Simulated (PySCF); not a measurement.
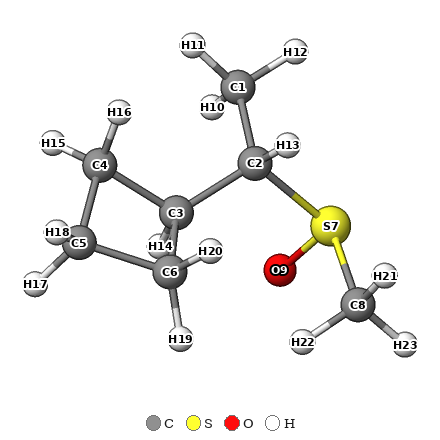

C₇H₁₄OS, SMILES C[C@@H](C1CCC1)[S@@](C)=O. Vertical core-electron binding energies by ΔSCF (SCAN, pcX-2 on the ionised atom, pcseg-1 elsewhere, spin-free X2C; PySCF 2.14.0, at a PBE0-D3(BJ)/def2-SVP geometry (no frequency check)), gas phase, against the vacuum level. One atom of each kind was ionised; within a panel, areas follow the number of like atoms and 2j + 1 (2p levels are split by first-order spin-orbit coupling, an approximation), each panel is scaled alone, Gaussians of 0.8 eV full width. Only the regions named are shown. Lines closer than the width merge in the curve.

### Predict the C 1s and S 2p photoelectron lines.

| level | atoms | binding energy (eV) |
| --- | --- | --- |
| C 1s | C8 | 291.0 |
| C 1s | C2 | 290.8 |
| C 1s | C1 | 290.7 |
| C 1s | C5 | 290.5 |
| C 1s | C6 | 290.5 |
| C 1s | C4 | 290.4 |
| C 1s | C3 | 290.4 |
| S 2p1/2 | S7 | 172.5 |
| S 2p3/2 | S7 | 171.3 |

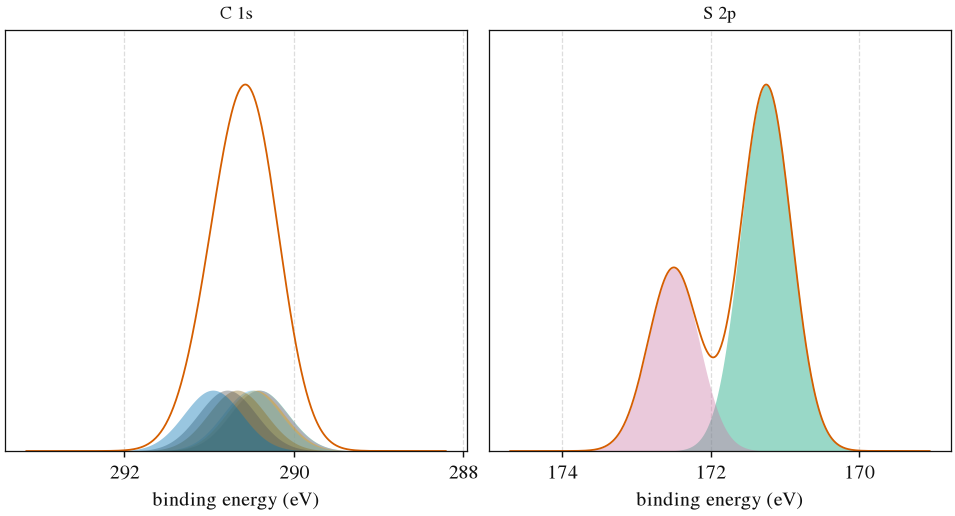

Note: one conformer of a flexible molecule.
